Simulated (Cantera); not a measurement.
Charge: 1 mol BF3, 0.91 mol O2, 0.38 mol H2, equilibrated at 0.820 bar.

Cantera equilibrium calculation (NASA polynomials, part measured and part estimated; ideal gas, pure solids and liquids). Candidate condensed phases: B, B2O3, B3O3H3, H2O; 43 gas species. Gases not in the tables: H3BO3. The numbers say what is thermodynamically allowed, not how fast it happens.

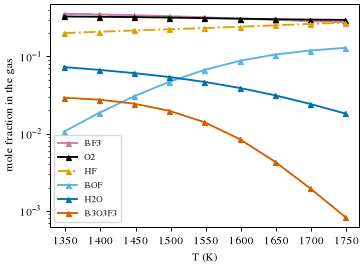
Figure: Equilibrium gas composition (values under 1e-9 drawn at 1e-9)

From 1348 K to 1748 K nothing is condensed.
